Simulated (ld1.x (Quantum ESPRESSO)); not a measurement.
Bi: pseudopotential generation (part 2 of 2)

The same run, continued: bismuth (Bi, Z = 83), core [Xe] 4f14 5d10, reference valence 6s2 6p2 (an ion of charge +1), valence charge 5. Method: TM potential, PBEsol, scalar-relativistic, made with ld1.x (Quantum ESPRESSO) 7.5.

**Output of the test run (extracts), continued**
```
     ---------------------- Testing the pseudopotential ----------------------

     Bi
     scalar relativistic calculation

     atomic number is 83.00   valence charge is  5.00
     dft =PBESOL   lsd =0 sic =0 latt =0  beta=0.20 tr2=1.0E-14
     mesh =1283 r(mesh) = 100.09897 xmin = -7.00 dx = 0.01250

     n l     nl             e AE (Ry)        e PS (Ry)    De AE-PS (Ry)
     1 0     6S   1( 2.00)       -0.91871       -0.91653       -0.00218
     2 1     6P   1( 3.30)       -0.20324       -0.20275       -0.00048

     eps = 1.4E-15  iter =  9

     Etot =  -43050.223120 Ry,  -21525.111560 Ha, -585728.124650 eV
     Etotps =   -31.252037 Ry,     -15.626018 Ha,    -425.205623 eV
     dEtot_ae =      -0.665117 Ry
     dEtot_ps =      -0.664710 Ry,   Delta E=      -0.000406 Ry

     Ekin =       3.285668 Ry,       1.642834 Ha,      44.703785 eV
     Encl =     -24.090263 Ry,     -12.045132 Ha,    -327.764728 eV
     Ehrt =       9.144606 Ry,       4.572303 Ha,     124.418706 eV
     Ecxc =     -23.779772 Ry,     -11.889886 Ha,    -323.540276 eV
     (Ecc =     -20.111379 Ry,     -10.055690 Ha,    -273.629252 eV)
     Epseu=       4.187724 Ry,       2.093862 Ha,      56.976889 eV

     ---------------------- End of pseudopotential test ----------------------

     ---------------------- Testing the pseudopotential ----------------------

     Bi
     scalar relativistic calculation

     atomic number is 83.00   valence charge is  5.00
     dft =PBESOL   lsd =0 sic =0 latt =0  beta=0.20 tr2=1.0E-14
     mesh =1283 r(mesh) = 100.09897 xmin = -7.00 dx = 0.01250

     n l     nl             e AE (Ry)        e PS (Ry)    De AE-PS (Ry)
     1 0     6S   1( 0.00)       -1.21386       -1.22105        0.00719  !
     2 1     6P   1( 5.00)       -0.43309       -0.43434        0.00125

     eps = 5.7E-15  iter =  7

     Etot =  -43048.630047 Ry,  -21524.315024 Ha, -585706.449788 eV
     Etotps =   -29.654391 Ry,     -14.827195 Ha,    -403.468540 eV
     dEtot_ae =       0.927956 Ry
     dEtot_ps =       0.932936 Ry,   Delta E=      -0.004979 Ry

     Ekin =       3.631419 Ry,       1.815710 Ha,      49.407974 eV
     Encl =     -21.366156 Ry,     -10.683078 Ha,    -290.701358 eV
     Ehrt =       7.874979 Ry,       3.937490 Ha,     107.144548 eV
     Ecxc =     -23.267968 Ry,     -11.633984 Ha,    -316.576831 eV
     (Ecc =     -20.111379 Ry,     -10.055690 Ha,    -273.629252 eV)
     Epseu=       3.473335 Ry,       1.736667 Ha,      47.257127 eV

     ---------------------- End of pseudopotential test ----------------------

     ---------------------- Testing the pseudopotential ----------------------

     Bi
     scalar relativistic calculation

     atomic number is 83.00   valence charge is  5.00
     dft =PBESOL   lsd =0 sic =0 latt =0  beta=0.20 tr2=1.0E-14
     mesh =1283 r(mesh) = 100.09897 xmin = -7.00 dx = 0.01250

     n l     nl             e AE (Ry)        e PS (Ry)    De AE-PS (Ry)
     1 0     6S   1( 1.00)       -1.71101       -1.71692        0.00591  !
     2 1     6P   1( 3.00)       -0.90230       -0.90443        0.00214

     eps = 2.4E-16  iter =  7

     Etot =  -43048.760069 Ry,  -21524.380034 Ha, -585708.218818 eV
     Etotps =   -29.787357 Ry,     -14.893679 Ha,    -405.277643 eV
     dEtot_ae =       0.797935 Ry
     dEtot_ps =       0.799969 Ry,   Delta E=      -0.002034 Ry

     Ekin =       3.074147 Ry,       1.537073 Ha,      41.825899 eV
     Encl =     -19.178966 Ry,      -9.589483 Ha,    -260.943127 eV
     Ehrt =       5.601699 Ry,       2.800849 Ha,      76.214991 eV
     Ecxc =     -22.978661 Ry,     -11.489330 Ha,    -312.640608 eV
     (Ecc =     -20.111379 Ry,     -10.055690 Ha,    -273.629252 eV)
     Epseu=       3.694424 Ry,       1.847212 Ha,      50.265202 eV

     ---------------------- End of pseudopotential test ----------------------

     ---------------------- Testing the pseudopotential ----------------------

     Bi
     scalar relativistic calculation

     atomic number is 83.00   valence charge is  5.00
     dft =PBESOL   lsd =0 sic =0 latt =0  beta=0.20 tr2=1.0E-14
     mesh =1283 r(mesh) = 100.09897 xmin = -7.00 dx = 0.01250

     n l     nl             e AE (Ry)        e PS (Ry)    De AE-PS (Ry)
     1 0     6S   1( 1.00)       -3.74638       -3.80401        0.05764  !
     2 1     6P   1( 0.00)       -2.74699       -2.79018        0.04319  !

     eps = 6.8E-16  iter =  5

     Etot =  -43043.374908 Ry,  -21521.687454 Ha, -585634.949970 eV
     Etotps =   -24.351259 Ry,     -12.175630 Ha,    -331.315759 eV
     dEtot_ae =       6.183096 Ry
     dEtot_ps =       6.236067 Ry,   Delta E=      -0.052971 Ry

     Ekin =       0.832093 Ry,       0.416047 Ha,      11.321203 eV
     Encl =      -6.416575 Ry,      -3.208287 Ha,     -87.301950 eV
     Ehrt =       0.464260 Ry,       0.232130 Ha,       6.316578 eV
     Ecxc =     -21.103669 Ry,     -10.551834 Ha,    -287.130039 eV
     (Ecc =     -20.111379 Ry,     -10.055690 Ha,    -273.629252 eV)
     Epseu=       1.872631 Ry,       0.936316 Ha,      25.478449 eV

     ---------------------- End of pseudopotential test ----------------------
```

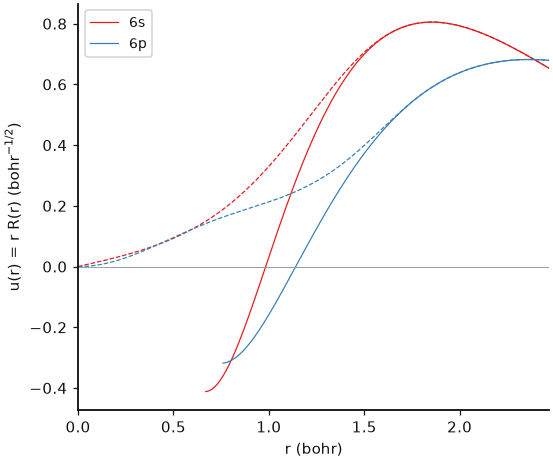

Partial waves u(r) = r R(r), all-electron (solid) and pseudo (dashed). The innermost oscillations of some all-electron curves aren't drawn. Reference configuration 6s2 6p2.

- Matching radii: 6s at 1.85 bohr; 6p at 1.90 bohr. The curves merge smoothly, so the plot gives these only roughly.
- Nodes of the pseudo-waves: 6s has no node; 6p has no node. The potential isn't sound: its ghost test gives ghost states below the valence levels: s at -300.0 eV, p at -114.1 eV, d at -93.5 eV, d at -20.1 eV.

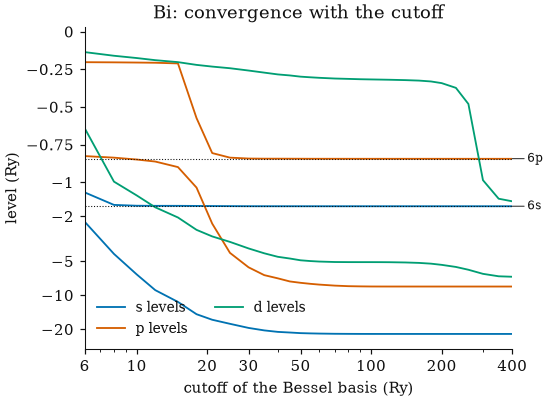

The pseudo-atom Hamiltonian at the reference potential is diagonalised in spherical Bessel functions (20 bohr box) up to the cutoff. Curves: the lowest levels of each channel that holds a bound state. Dotted lines: the all-electron valence levels.

- Ghost states: below the valence levels: s at -300.0 eV, p at -114.1 eV, d at -93.5 eV, d at -20.1 eV. A ghost is a state of the pseudo-atom that lies below a valence level of its channel, or is bound in a channel without one, and matches no all-electron valence level; bound levels above the valence ones can be real empty states. In Ry: s -22.05, p -8.39, d -6.87, d -1.48.
- All-electron valence levels: 6s: -1.63 Ry; 6p: -0.84 Ry.
- Onset of the ghost: the lowest s curve lies clearly below the lowest valence level of its channel already at the lowest cutoff, 6 Ry, and ends at -22.05 Ry.

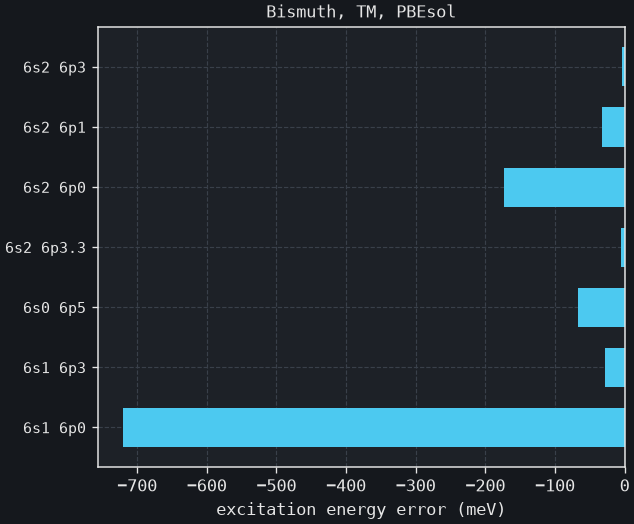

Errors, all-electron minus pseudo, of the energies of valence configurations relative to the unpolarised reference 6s2 6p2.

- Worst configuration: 6s1 6p0 (charge +4): the error is -721 meV on an all-electron energy of +84.13 eV relative to the reference, or 0.86 %.
- Configurations within 10 meV and within 50 meV: 2 and 4 of 7.

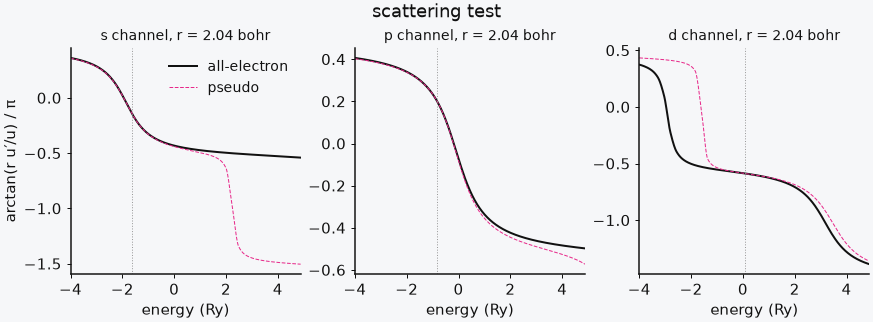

Unwrapped phase arctan(r u′/u) in units of π against energy, all-electron (solid) and pseudo (dashed); the pseudo phase is matched to the all-electron one at the reference energy. Here u = r R(r). The dotted line marks the reference energy of the channel.

- Range over which the phases agree within 0.05 rad: s: up to about 0.7 Ry; p: up to about 0.4 Ry; d: between about -1.0 and 1.8 Ry.
- Poles, where the radial function vanishes at the test radius: s: all-electron at 2.2 Ry, pseudo at 1.1 and 4.6 Ry; p: all-electron at no energy in the range, pseudo at 3.3 Ry; d: all-electron at -2.0 Ry, pseudo at -1.2 Ry.

**Summary**

- outcome: generated, with a ghost state
- cutoffs needed: 30 Ry and 55 Ry (the cutoffs, on a coarse ladder, from which the occupation-weighted sum of valence levels, in a spherical-Bessel basis at the reference potential, stays within 10 and 1 mRy of its value at 400 Ry); ghost states and empty shells don't enter this sum
- ghost test: ghost states below the valence levels: s at -300.0 eV, p at -114.1 eV, d at -93.5 eV, d at -20.1 eV (spherical-Bessel basis up to 400 Ry, 20 bohr box)
- largest excitation error: -721 meV (all-electron minus pseudo) for 6s1 6p0, out of 7 test configurations
- range over which the phases arctan(r u′/u) at the test radius agree within 0.05 rad (a looser test near the poles than one of phase shifts): s: up to about 0.7 Ry; p: up to about 0.4 Ry; d: between about -1.0 and 1.8 Ry
- hardware: 1 CPU thread, shared host
- wall time: 1.6 s

**Remarks**

The potential has a bound ghost state, so it can't be used as it stands. An excitation error of 721 meV in its own tests makes this a poorly transferable potential. The scattering phases part by more than π/2 and stay apart in s from about 2.3 Ry: a level there is either far displaced or one that only the pseudo-atom has.
